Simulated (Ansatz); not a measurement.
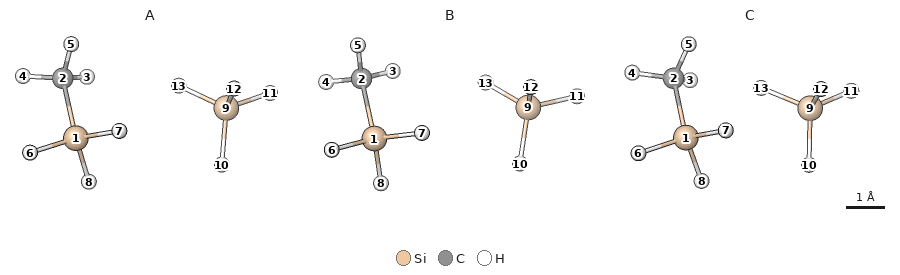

3 geometries from one relaxation of CH$_{10}$Si$_{2}$, in shuffled order. The picture is a ball-and-stick view, seen at a tilt.

The run prepares an end point of a later path (reaction) calculation, from a guessed geometry.

Level of theory: RKS BLYP-D4/6-31G* (Ansatz). Settings: no spin polarisation; force threshold 0.03 eV/Å; at most 50 steps.

### Order the frames from highest to lowest energy.

C, A, B. They are steps 0, 3, 9, at +5.77 kcal/mol, +0.66 kcal/mol relative to the last. The atom that moves furthest after the best rigid fit is H5 (0.85 Å). By element the largest moves are H 0.85 Å, Si 0.49 Å, C 0.33 Å. Among the contacts that change: Si1–Si9 3.431 → 4.223 Å, Si9–H13 1.471 → 1.493 Å, Si1–C2 1.883 → 1.897 Å. Bond angles that change, for instance: C2–Si1–H7 112.9° → 110.6°. Groups turn about Si1–C2 by about 40°. After 8 accepted moves (9 points after the start) the energy has fallen by 5.77 kcal/mol. Largest force component: 0.59 eV/Å at the start, 0.028 eV/Å at the end. The line search rejected the trial step at point 4 of the run.
